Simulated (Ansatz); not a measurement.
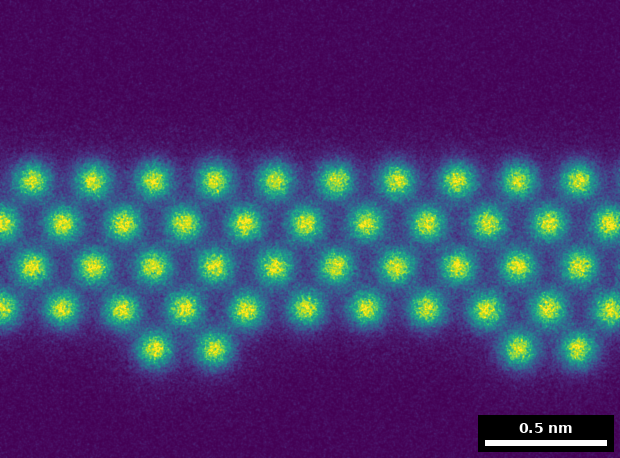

Cross-section of a slab, seen along a direction in its plane, the normal pointing up. The image is simulated as a sum over atoms of Z^1.7, blurred by a 1.20 Å probe (no channelling). The probe carries 25 % of its weight in a tail 2.5 times as wide. Shot noise was added. Structure used: coordinates from a relaxation in a fixed cell with DFT PBEsol, scalar-relativistic, plane waves, PAW (Ansatz 0.2.0). The model holds Cu.

How many atomic planes does the slab have, and what do they hold from top to bottom?

Answer. 5 planes (atoms within 0.35 Å in height count as one plane):

```
plane  content  depth below the top plane (Å)
    1       Cu                            0.0
    2       Cu                            1.8
    3       Cu                            3.6
    4       Cu                            5.3
    5       Cu                            7.0
```

How thick is it, and how does it end on either side?

Answer. The outermost planes are 7.0 Å apart. The upper face ends in Cu and the lower in Cu, so the sequence of planes is the same from both sides.

The model is a slab of composition Cu.
